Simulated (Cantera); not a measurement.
A closed system holds: 1 mol Si3N4, 0.49 mol CO2, 3.2 mol N2, at 0.200 bar.

Equilibrium computed with Cantera from the NASA thermochemical tables; the gas is ideal and each condensed phase is pure. Candidate condensed phases: C, Si, SiC, SiO2, Si2N2O, Si3N4; 34 gas species. Mutual solubility and eutectic melting of coexisting phases are not modelled. The tables' values for SiN are old estimates; treat these amounts as uncertain. The numbers say what is thermodynamically allowed, not how fast it happens.

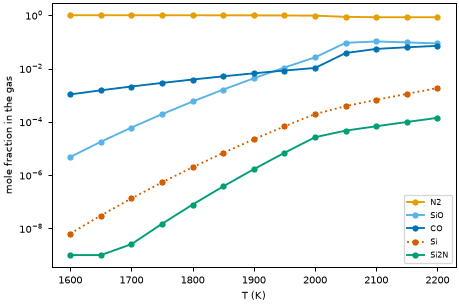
Fig. 1. Equilibrium gas composition (values under 1e-9 drawn at 1e-9)

Task: Read off the mole fractions at 1950 K.

Result: N2 about 0.98, SiO about 0.011, CO about 0.0084, Si about 6.8e-5, Si2N about 6.9e-6.
